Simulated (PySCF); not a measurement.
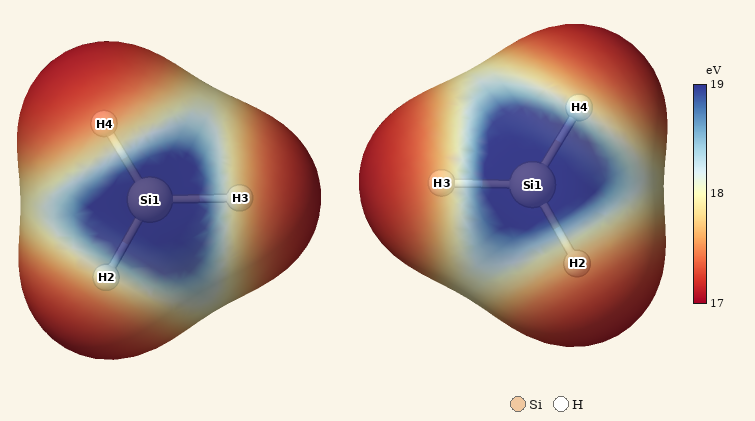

*H$_{3}$Si, charge +1, SMILES `[SiH3+]`. Average local ionisation energy on the surface of electron density 0.001 a.u. (back view left, front view right).*

Computed with PySCF, BP86/6-31G*, geometry: GFN2-xTB. No frequency check shows the geometry to be a minimum.

The calculation's input:

```python
import numpy as np
from pyscf import gto, scf, dft
from pyscf.scf import atom_ks, atom_hf
from scipy.linalg import block_diag

def solve(mol, dm0=None, hcore=None):
    mf = (dft.UKS if mol.spin else dft.RKS)(mol, xc='bp86')
    mf.grids.level = 3
    mf = mf.density_fit(auxbasis='def2-universal-jkfit')
    mf.conv_tol, mf.max_cycle = 1e-8, 80
    if hcore is not None:
        mf.get_hcore = lambda *args: hcore
    mf.kernel(dm0)
    if not mf.converged:
        mf = mf.newton().run(mf.mo_coeff, mf.mo_occ, max_cycle=30)
    assert mf.converged, 'SCF not converged'
    return mf

mol = gto.M(atom='''
Si     0.00001     0.00000     0.00000
H      1.46154    -0.09858     0.00000
H     -0.81624    -1.21649     0.00000
H     -0.64548     1.31508     0.00000
''', basis='6-31g*', charge=1, spin=0, verbose=4)
mf = solve(mol)
mf.analyze()
# spherically averaged free atoms, for the promolecule
atm = atom_ks.get_atm_nrks(mol, xc='bp86')
pro = block_diag(*[(atm[a[0]][2] * atm[a[0]][3]) @ atm[a[0]][2].T for a in mol._atom])
np.savez('result.npz', e=mf.e_tot, c=mf.mo_coeff, occ=mf.mo_occ, eps=mf.mo_energy, pro=pro, dip=mf.dip_moment(verbose=0), s2=mf.spin_square()[0])
```

Run with:

```sh
OMP_NUM_THREADS=1 python input.py
```

The run took 2.7 s on 1 thread of Intel(R) Xeon(R) Platinum 8488C (Sapphire Rapids), on a shared host, peak memory 0.2 GiB.

Partitions, critical points and surface values were worked out afterwards from this run's density.

> Locate the minima of the map.

The lowest value is 17.1 eV, 1.3 Å from H4, and at like points elsewhere. For comparison, the highest occupied orbital lies at −16.5 eV.

> What volume does the surface enclose?

About 48 Å³.
